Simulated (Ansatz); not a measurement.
**RbMnBr3 (cubic perovskite) (Pm-3m): how robust is the cRPA U?**

What does U in RbMnBr3 (cubic perovskite) (Pm-3m) depend on besides the window?

Calculated with Ansatz 0.2.0; constrained RPA on LDA, plane waves, PAW.

The structure was built from a prototype and need not be the compound's stable phase.

## (1) Starting point

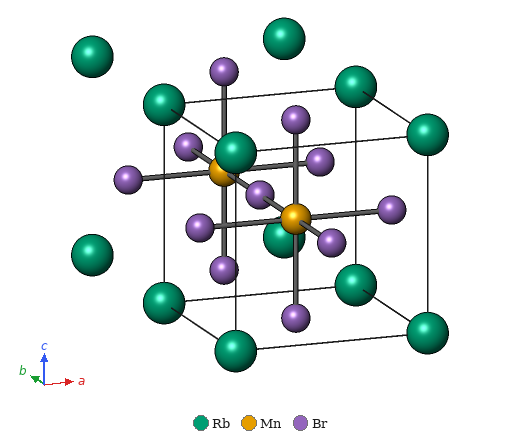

The starting structure, seen slightly off an axis (rubidium teal, manganese orange, bromine purple). 1×2×1 cells are drawn. Some periodic images of atoms are drawn too.

The structure was relaxed with LDA. The structure type comes from a generator and need not be one that this composition takes. The structure was generated from a model, not taken from a measurement. The runs that relaxed it are not among those shown. The program's search for lower electronic states was switched off, so nothing shows that the state found is the lowest. The default PAW set here is soft_2. Its files were made with PBE.

## (2) Base: Mn d, bands v3 to c2, 4×4×4 mesh, medium accuracy

Constrained RPA screens the interaction with every transition except those inside the target bands, which a later many-body model would treat itself.

input.yaml

```yaml
crystal:
  lattice:
    - [0.0, -4.92250411, 0.0]
    - [0.0, 0.0, 4.92250411]
    - [-4.92250411, 0.0, 0.0]
  atoms:
    - { symbol: Rb, position: [0.0, 0.0, 0.0] }
    - { symbol: Mn, position: [0.5, 0.5, 0.5] }
    - { symbol: Br, position: [0.5, 0.5, 0.0] }
    - { symbol: Br, position: [0.5, 0.0, 0.5] }
    - { symbol: Br, position: [0.0, 0.5, 0.5] }
kpoints:
  mp_grid: { grid: [6, 6, 6] }
hamiltonian:
  xc: lda
scf:
  occupations: { method: gaussian, width: 0.08 }
  n_extra_bands: 19
  max_iter: 150
  lower_state_search: "off"
output:
  crpa:
    kmesh: [4, 4, 4]
    target_bands: [v3, c2]
    projections: [{ species: Mn, l: d, shell: 3 }]
  local_orbitals:
    kmesh: [8, 8, 8]
    orbitals: [{ species: Mn, l: d, shell: 3 }]
    window: { bands: [v3, c2] }
    seedname: lo
```

On the command line:

```
$ ansatz run input.yaml --threads 4 --pin off --max-ram 9216MiB --backend cpu --events-out ev --progress --plain --runs-dir out
```

Numbers of over 12 decimals in the logs are rounded to 6 here.

The log of the run:

```text
scf.n_extra_bands = 19 over 23 filled bands (N_el = 45.0): the run solves 42 bands
Engine: ansatz 0.2.0, x86_64-unknown-linux-gnu
Pseudopotentials: kind: paw
Pseudopotential: Rb, paw, valence charge 9, recommended cutoff 420 eV (normal), Rb.paw.azcp
Pseudopotential: Mn, paw, valence charge 15, recommended cutoff 420 eV (normal), Mn.paw.azcp
Pseudopotential: Br, paw, valence charge 7, recommended cutoff 420 eV (normal), Br.paw.azcp
Functional definition: SPW92
  exchange = slater_x
  correlation = pw_c
Crystal: 5 atoms, lattice volume = 119.277 Å³
Basis set: ecut = 420 eV, 2325 PW (Γ)
Bands: 42, of which v1, the nominal top of the filled ones, is band 23 counted from 1 (22 counted from 0)
Symmetry: 48 space group operations
Space group: Pm-3m (ITA 221), of the structure as read, at distance tolerance 4.9e-5 Å
k-points: 20 of 216
Non-local potential: Rb, projectors of the file, l = 0: 3, l = 1: 2, l = 2: 2
Non-local potential: Mn, projectors of the file, l = 0: 3, l = 1: 2, l = 2: 3, l = 3: 1
Non-local potential: Br, projectors of the file, l = 0: 2, l = 1: 2, l = 2: 2
PAW form: soft (Blöchl's): semilocal exchange-correlation on the pseudo side does not see the compensation charge
PAW frozen core: Rb, regenerated for the run's functional, and the local potential with it (the file was generated under x = pbe(κ = 0.804, μ = 0.219515), c = pbe(β = 0.066725))
PAW frozen core: Mn, regenerated for the run's functional, and the local potential with it (the file was generated under x = pbe(κ = 0.804, μ = 0.219515), c = pbe(β = 0.066725))
PAW frozen core: Br, regenerated for the run's functional, and the local potential with it (the file was generated under x = pbe(κ = 0.804, μ = 0.219515), c = pbe(β = 0.066725))
PAW one-centre angular grid: Rb, 110 points (default); XC on 64 Gauss nodes
PAW one-centre angular grid: Mn, 590 points (default); XC on 64 Gauss nodes
PAW one-centre angular grid: Br, 110 points (default); XC on 64 Gauss nodes
Initial density: superposition of atomic densities (neutral atoms: chi_scale 0, normalization atom), corrected by the library's trained network
Initial wavefunctions: pseudopotential atomic-orbital guess
Functional: x = slater, c = lda
SCF iter   1: F=—  HF=-15096.880474 eV  |F-HF|=—  |Δ(HF+E_count)|=         —  Δρ=1.38e-2  dr2=9.23e-2  ethr=1.77e-3  ⟨swp⟩=6.5  Hψ=4226  notcnv=0  defer=141
preconditioner: auto → Kerker (q_TF=auto, 2.319 Å⁻¹)  [metal: Δε(μ)=0.047 eV  Ē_g=13.906 eV  σ=0.080 eV  W_gap=0.32  n_scr=26 (ndim 8)  ℏωp=20.1 eV  f_vac=0.009  D(μ)=11.16/eV (n_scr^D=146)]
SCF iter   2: F=—  HF=-15096.866008 eV  |F-HF|=—  |Δ(HF+E_count)|=   1.45e-2  Δρ=7.17e-3  dr2=3.51e-2  ethr=2.05e-4  ⟨swp⟩=1.4  Hψ=1011  notcnv=0  defer=190
[...]
NSCF: frozen V_eff on 38 k-points
NSCF: frozen V_eff on 10 k-points
[...]
cRPA screening: q 1/64
cRPA screening: q 2/64
cRPA screening: q 8/64 (q-point 3)
cRPA screening: q 11/64 (q-point 6)
cRPA screening: q 23/64 (q-point 7)
cRPA screening: q 35/64 (q-point 11)
cRPA screening: q 38/64 (q-point 22)
cRPA screening: q 46/64 (q-point 23)
cRPA screening: q 58/64 (q-point 27)
cRPA screening: q 64/64 (q-point 43)
SCF converged after 8 iterations
Free energy (F): -15096.857695 eV
Harris-Foulkes:  -15096.857695 eV  (|F-HF|=4.11e-9)
Internal energy: -15096.820037 eV  (E = F + TS)
E sigma→0 (E₀):  -15096.838866 eV
Entropy (-TS):   -0.037658 eV (-7.532 meV/atom)
Fermi energy:    7.409440 eV
--- Per-component energies (eV) ---
  E_band       = -393.564708
  E_kinetic    = 908.337072
  E_local      = -4060.989995  (includes V_loc(G=0)·N_el)
  E_nonlocal   = 643.915611
  E_hartree    = 1547.756061
  E_xc         = -1028.099293
  E_vxc        = -599.390071  (∫ρ·V_xc dr)
  E_paw        = -10251.450784  (= ΣΔE_a)
  E_vpaw       = -380.951187  (= ΣTr[D̂ρ^β])
  E_aug_tail   = -0.000013  (compensation charges beyond the density's cutoff)
  E_ewald      = -2857.563441
  E_core_change = 1.274746  (= ΣΔE_core)
  E_smearing   = -0.037658  (= −TS)
  E_closure    = -0.000000  (closes the sum)
  Σ components = -15096.857695   (vs F -15096.857695, Δ=0.00e0)
--- Band table (eV; the first three rows and the last of 20) ---
  k-point 0: bands = [... 19 lower, 5.2540, 6.4626, 6.4626, 6.4626, 7.0283, 7.0283, 9.8623, 10.5378, ... 15 higher]
  k-point 1: bands = [... 19 lower, 5.0829, 6.4709, 6.8034, 6.8034, 7.0310, 7.3921, 10.3128, 11.1217, ... 15 higher]
  k-point 2: bands = [... 19 lower, 4.9167, 6.4875, 7.0352, 7.2764, 7.2764, 7.7200, 11.5248, 11.9848, ... 15 higher]
  k-point 19: bands = [... 19 lower, 5.7139, 7.6170, 7.6170, 7.6170, 9.9854, 9.9854, 11.2209, 11.8300, ... 15 higher]
--- cRPA (band scheme, projected local orbitals): target bands 21..25 (1-based), 5 Wannier function(s), 4×4×4 mesh, 50 bands' worth read of 55 solved, ecut_chi 136.0 eV, v(q+G=0) probe_charge, pair densities all_electron ---
  bands read: the sum over 50 bands ends inside a degenerate multiplet in 1 slot, whose members it reads at an even weight; the widest, k=0: bands 50 to 52 (counted from 1) at 1/3 each
  χ-basis size per q: N_G = 418..442
  window electrons = 5.0000, filled by tetrahedron_uncorrected; constrained ε̄⁻¹(q = 0, 0) head = 0.237515; min gauge Gram eig = 0.5952
  Kanamori averages over each shell's own Wannier functions (sites counted from 0, functions from 1):
    Site 1, 3D, 5 of 5 d orbitals (Wannier functions 1, 2, 3, 4, 5; wannier90's mr 1, 2, 3, 4, 5):
      screened: U = 3.5644 eV, U' = 2.7018 eV, J = 0.4216 eV
      screened d-shell averages: U_bar = F0 = 2.8743 eV, J_bar = 0.5941 eV
      screened, to within: U = 4.4e-3 eV, U' = 4.4e-3 eV, J = 5.6e-4 eV
      screened d-shell averages, to within: U_bar = 3.5e-3 eV, J_bar = 7.9e-4 eV
      bare: V = 16.8487 eV, V' = 15.7020 eV, J = 0.5458 eV
      bare d-shell averages: V_bar = F0 = 15.9313 eV, J_bar = 0.7751 eV
  Hermiticity witness max|P − P†| over intra, direct and exchange elements: 2.31e-14 eV (screened), 7.11e-15 eV (bare)
  Reality witness max|Im| over intra, direct and exchange elements: 9.38e-18 eV (screened), 4.30e-17 eV (bare)
```

It took 70 s on 4 threads of Intel Xeon 6975P-C (Granite Rapids), shared host; peak memory 0.84 GiB.

Numbers from this step:

```
U                                                 : 3.564 eV
U prime (inter-orbital)                           : 2.702 eV
J                                                 : 0.4216 eV
bare V                                            : 16.85 eV
bare J                                            : 0.5458 eV
stated bound on U                                 : 0.004321 eV
U over bare V                                     : 0.2116
electrons in the window                           : 5
head of the constrained inverse dielectric matrix : 0.2375
least eigenvalue of the projection's overlap      : 0.5952
target functions                                  : 5
bands in the sums                                 : 50
r.m.s. miss of the model bands                    : 0.001060 eV
width of the target bands                         : 3.523 eV
weight of the projected orbitals in the window    : 0.8192
```

On the Mn d shell, screening brings the on-site interaction from 16.8 eV down to U = 3.56 eV.

## (3) Changed: 2×2×2 mesh

input.yaml: that of step 2 with these lines changed.

```diff
@@ -22,9 +22,4 @@
   crpa:
-    kmesh: [4, 4, 4]
+    kmesh: [2, 2, 2]
     target_bands: [v3, c2]
     projections: [{ species: Mn, l: d, shell: 3 }]
-  local_orbitals:
-    kmesh: [8, 8, 8]
-    orbitals: [{ species: Mn, l: d, shell: 3 }]
-    window: { bands: [v3, c2] }
-    seedname: lo
```

The log of the run:

```text
[...]
Crystal: 5 atoms, lattice volume = 119.277 Å³
Basis set: ecut = 420 eV, 2325 PW (Γ)
Bands: 42, of which v1, the nominal top of the filled ones, is band 23 counted from 1 (22 counted from 0)
[... 1 set-up line as in the run before ...]
[...]
k-points: 20 of 216
[...]
SCF iter   1: F=—  HF=-15096.880474 eV  |F-HF|=—  |Δ(HF+E_count)|=         —  Δρ=1.38e-2  dr2=9.23e-2  ethr=1.77e-3  ⟨swp⟩=6.5  Hψ=4226  notcnv=0  defer=141
[...]
SCF iter   8: F=-15096.857695 eV  HF=-15096.857695 eV  |F-HF|=4.11e-9  |Δ(HF+E_count)|=   3.10e-7  Δρ=3.67e-6  dr2=1.57e-8  ethr=2.22e-10  ⟨swp⟩=10.4  Hψ=4482  notcnv=0
SCF 1 converged in 8 iterations: F = -15096.857695 eV  dr2 = 1.57e-8
[...]
NSCF: frozen V_eff on 4 k-points
[...]
cRPA screening: q 1/8
cRPA screening: q 2/8
cRPA screening: q 5/8 (q-point 4)
cRPA screening: q 8/8
SCF converged after 8 iterations
Free energy (F): -15096.857695 eV
[...]
Internal energy: -15096.820037 eV  (E = F + TS)
E sigma→0 (E₀):  -15096.838866 eV
Entropy (-TS):   -0.037658 eV (-7.532 meV/atom)
Fermi energy:    7.409440 eV
[...]
--- Band table (eV; the first three rows and the last of 20) ---
  k-point 0: bands = [... 19 lower, 5.2540, 6.4626, 6.4626, 6.4626, 7.0283, 7.0283, 9.8623, 10.5378, ... 15 higher]
  k-point 1: bands = [... 19 lower, 5.0829, 6.4709, 6.8034, 6.8034, 7.0310, 7.3921, 10.3128, 11.1217, ... 15 higher]
  k-point 2: bands = [... 19 lower, 4.9167, 6.4875, 7.0352, 7.2764, 7.2764, 7.7200, 11.5248, 11.9848, ... 15 higher]
  k-point 19: bands = [... 19 lower, 5.7139, 7.6170, 7.6170, 7.6170, 9.9854, 9.9854, 11.2209, 11.8300, ... 15 higher]
[...]
χ-basis size per q: N_G = 418..437
[...]
screened: U = 4.2365 eV, U' = 3.3095 eV, J = 0.4508 eV
      screened d-shell averages: U_bar = F0 = 3.4949 eV, J_bar = 0.6362 eV
      screened, to within: U = 1.3e-2 eV, U' = 1.3e-2 eV, J = 7.2e-4 eV
      screened d-shell averages, to within: U_bar = 1.1e-2 eV, J_bar = 1.1e-3 eV
      bare: V = 17.7455 eV, V' = 16.5505 eV, J = 0.5774 eV
      bare d-shell averages: V_bar = F0 = 16.7895 eV, J_bar = 0.8164 eV
[...]
```

Elapsed: 8.2 s, on 4 threads; peak memory 0.72 GiB.

This step gave:

- U: 4.236 eV
- U prime (inter-orbital): 3.309 eV
- J: 0.4508 eV
- bare V: 17.75 eV
- bare J: 0.5774 eV
- stated bound on U: 0.01209 eV
- U over bare V: 0.2387
- electrons in the window: 5.000
- head of the constrained inverse dielectric matrix: 0.2248
- least eigenvalue of the projection's overlap: 0.5952
- target functions: 5
- bands in the sums: 50
- width of the target bands: 3.523 eV
- weight of the projected orbitals in the window: 0.8192

On the Mn d shell, screening brings the on-site interaction from 17.7 eV down to U = 4.24 eV.

## (4) Changed: sums over states on smooth products

input.yaml: that of step 3 with these lines changed.

```diff
@@ -22,4 +22,8 @@
   crpa:
-    kmesh: [2, 2, 2]
+    kmesh: [4, 4, 4]
     target_bands: [v3, c2]
     projections: [{ species: Mn, l: d, shell: 3 }]
+    accuracy: sum_over_states
+    pair_densities: pseudo
+    n_empty_bands: 46
+    ecut_chi: 136
```

The log of the run:

```text
[...]
Crystal: 5 atoms, lattice volume = 119.277 Å³
Basis set: ecut = 420 eV, 2325 PW (Γ)
Bands: 42, of which v1, the nominal top of the filled ones, is band 23 counted from 1 (22 counted from 0)
[... 1 set-up line as in the run before ...]
[...]
k-points: 20 of 216
[...]
χ-basis size per q: N_G = 418..442
[...]
U and J over all bands: no bound (output.crpa.accuracy: sum_over_states); those below are of the sums over the bands read on the sphere of ecut_chi alone
[...]
screened: U = 3.8981 eV, U' = 2.8384 eV, J = 0.5158 eV
      screened d-shell averages: U_bar = F0 = 3.0503 eV, J_bar = 0.7277 eV
      bare: V = 16.8487 eV, V' = 15.7020 eV, J = 0.5458 eV
      bare d-shell averages: V_bar = F0 = 15.9313 eV, J_bar = 0.7751 eV
[...]
[key lines of the parts left out:]
SCF converged after 8 iterations
Free energy (F): -15096.857695 eV
Fermi energy:    7.409440 eV
```

Run time: 5.2 s. Hardware: 4 threads; peak memory 0.64 GiB.

This variant gives U = 3.90 eV against 3.56 eV. It is a finite sum over empty states with no bound on its error and stays out of the table below.

## (5) Changed: accuracy low

input.yaml: that of step 4 with these lines changed.

```diff
@@ -25,5 +25,2 @@
     projections: [{ species: Mn, l: d, shell: 3 }]
-    accuracy: sum_over_states
-    pair_densities: pseudo
-    n_empty_bands: 46
-    ecut_chi: 136
+    accuracy: low
```

The log of the run:

```text
[...]
Crystal: 5 atoms, lattice volume = 119.277 Å³
Basis set: ecut = 420 eV, 2325 PW (Γ)
Bands: 42, of which v1, the nominal top of the filled ones, is band 23 counted from 1 (22 counted from 0)
[... 1 set-up line as in the run before ...]
[...]
k-points: 20 of 216
[...]
χ-basis size per q: N_G = 418..442
[...]
screened: U = 3.5578 eV, U' = 2.6963 eV, J = 0.4210 eV
      screened d-shell averages: U_bar = F0 = 2.8686 eV, J_bar = 0.5933 eV
      screened, to within: U = 4.1e-2 eV, U' = 4.1e-2 eV, J = 5.5e-3 eV
      screened d-shell averages, to within: U_bar = 3.2e-2 eV, J_bar = 7.7e-3 eV
      bare: V = 16.8487 eV, V' = 15.7020 eV, J = 0.5458 eV
      bare d-shell averages: V_bar = F0 = 15.9313 eV, J_bar = 0.7751 eV
[...]
[key lines of the parts left out:]
SCF converged after 8 iterations
Free energy (F): -15096.857695 eV
Fermi energy:    7.409440 eV
```

Run time: 42 s. Hardware: 4 threads; peak memory 0.8 GiB.

Numbers from this step:

```
U                                                 : 3.558 eV
U prime (inter-orbital)                           : 2.696 eV
J                                                 : 0.4210 eV
bare V                                            : 16.85 eV
bare J                                            : 0.5458 eV
stated bound on U                                 : 0.04025 eV
U over bare V                                     : 0.2112
electrons in the window                           : 5
head of the constrained inverse dielectric matrix : 0.2374
least eigenvalue of the projection's overlap      : 0.5952
target functions                                  : 5
bands in the sums                                 : 50
width of the target bands                         : 3.523 eV
weight of the projected orbitals in the window    : 0.8192
```

On the Mn d shell, screening brings the on-site interaction from 16.8 eV down to U = 3.56 eV.

## (6) Changed: a hybrid parent, which the program doesn't serve

This step: constrained RPA on HSE06, plane waves, PAW.

input.yaml: that of step 5 with these lines changed.

```diff
@@ -14,3 +14,3 @@
 hamiltonian:
-  xc: lda
+  xc: hse06
 scf:
@@ -25,2 +25 @@
     projections: [{ species: Mn, l: d, shell: 3 }]
-    accuracy: low
```

The log of the run:

```text
Error: output.crpa with hamiltonian.xc: <hybrid> — the cRPA pass is not lent the exchange term, and with exact exchange the velocity is complete only between two filled bands or a filled and an empty one, where its q→0 head needs it between a partly filled band and a filled or an empty one too; use an LDA or GGA functional, or a τ-reading meta-GGA without exact exchange such as r2scan
```

Wall time 0.03 s (4 threads); peak memory 0.044 GiB.

The program refused the input before any cycle.

The program's message: “Error: output.crpa with hamiltonian.xc: <hybrid> — the cRPA pass is not lent the exchange term, and with exact exchange the velocity is complete only between two filled bands or a filled and an empty …”

The fault put into this input: a hybrid parent, which the program doesn't serve.

## (7) Changed: potentials

This step: constrained RPA on LDA, plane waves, PAW.

input.yaml: that of step 6 with these lines changed.

```diff
@@ -14,3 +14,4 @@
 hamiltonian:
-  xc: hse06
+  xc: lda
+  pseudopotentials: { kind: paw, source: ansatz }
 scf:
```

The log of the run:

```text
[...]
Crystal: 5 atoms, lattice volume = 119.277 Å³
Basis set: ecut = 720 eV, 5185 PW (Γ)
Bands: 57, of which v1, the nominal top of the filled ones, is band 38 counted from 1 (37 counted from 0)
[... 1 set-up line as in the run before ...]
[...]
k-points: 20 of 216
[...]
χ-basis size per q: N_G = 418..442
[...]
screened: U = 3.5633 eV, U' = 2.7031 eV, J = 0.4204 eV
      screened d-shell averages: U_bar = F0 = 2.8752 eV, J_bar = 0.5925 eV
      screened, to within: U = 1.3e-2 eV, U' = 1.3e-2 eV, J = 1.1e-3 eV
      screened d-shell averages, to within: U_bar = 1.1e-2 eV, J_bar = 1.6e-3 eV
      bare: V = 16.8449 eV, V' = 15.6983 eV, J = 0.5458 eV
      bare d-shell averages: V_bar = F0 = 15.9276 eV, J_bar = 0.7751 eV
[...]
[key lines of the parts left out:]
SCF converged after 10 iterations
Free energy (F): -25163.723973 eV
Fermi energy:    9.277972 eV
```

It took 3.9 min on 4 threads; peak memory 1.6 GiB.

Numbers from this step:

- U: 3.563 eV
- U prime (inter-orbital): 2.703 eV
- J: 0.4204 eV
- bare V: 16.84 eV
- bare J: 0.5458 eV
- stated bound on U: 0.01251 eV
- U over bare V: 0.2115
- electrons in the window: 5.000
- head of the constrained inverse dielectric matrix: 0.2375
- least eigenvalue of the projection's overlap: 0.6292
- target functions: 5
- bands in the sums: 80
- width of the target bands: 3.519 eV
- weight of the projected orbitals in the window: 0.8322

On the Mn d shell, screening brings the on-site interaction from 16.8 eV down to U = 3.56 eV.

## (8) Side by side

Times are wall times on 4 threads of Intel Xeon 6975P-C (Granite Rapids), shared host, good to a factor of about two.

```tsv
run	bare V (eV)	U (eV)	J (eV)	bound on U (eV)	width (eV)	time
target window	16.85	3.564	0.422	0.0043	3.52	70 s
2×2×2 mesh	17.75	4.236	0.451	0.0121	3.52	8.2 s
accuracy low	16.85	3.558	0.421	0.0402	3.52	42 s
potentials	16.84	3.563	0.420	0.0125	3.52	3.9 min
```

## (9) Outcome

```
target window : U 3.56 eV, J 0.42 eV
2×2×2 mesh    : U 4.24 eV, J 0.45 eV
accuracy low  : U 3.56 eV, J 0.42 eV
potentials    : U 3.56 eV, J 0.42 eV
```

**Reading.** 2×2×2 mesh moves U by +0.67 eV at 0.12 times the time. Accuracy low moves U by −0.01 eV (within the solver's bounds, for the mean over orbitals). Potentials moves U by −0.001 eV (within the solver's bounds, for the mean over orbitals) at 3.3 times the time. The printed bound covers the solver alone, not the mesh, and no denser mesh than the base was run. The parent state is non-magnetic and the interaction static (zero frequency); U depends on the window and the orbitals, so it belongs to this model alone.

[Paths, hosts, dates, memory and timing lines, banners, echoed tables and standing remarks are left out of the program output.]

[Logs are printed without paths, hosts, clocks, repeated set-up lines and the standing remarks that a program may print on its own settings, such as how far it seeks lower states.]

[Runs of the session that timed out or met a known fault of the program may be left out.]

[Hosts, paths, dates, database ids (printed as entryN), source tags and the programs' standing remarks are cut or masked in the printed files.]
